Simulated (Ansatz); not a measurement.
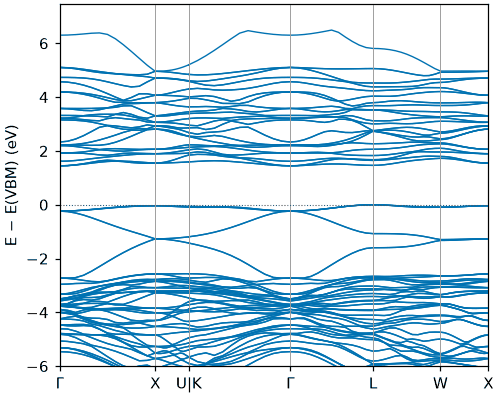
*Band structure from plane-wave PAW PBEsol with spin–orbit coupling (Ansatz code)*

Problem. Read off the gap and where the band edges lie.

Solution. About 1.4 eV (1.44 eV by a search for the band edges); maximum at L, minimum at Γ.

The material is Ta₂Sn₂O₇ in space group Fd-3m (No. 227; Ta on 16c, Sn on 16d, O on 8b, O on 48f).

The first step of the workflow began from a Materials Project structure, measured or hypothetical; the Crystallography Open Database files this formula in space group No. 227, but the cells were not matched. Its standing as an ambient phase is unchecked. Symmetry was held in the PBEsol relaxation. At this level the phase is dynamically unstable (imaginary phonons). The run is not spin-polarised.

Potentials: the later of the program's two PAW sets.
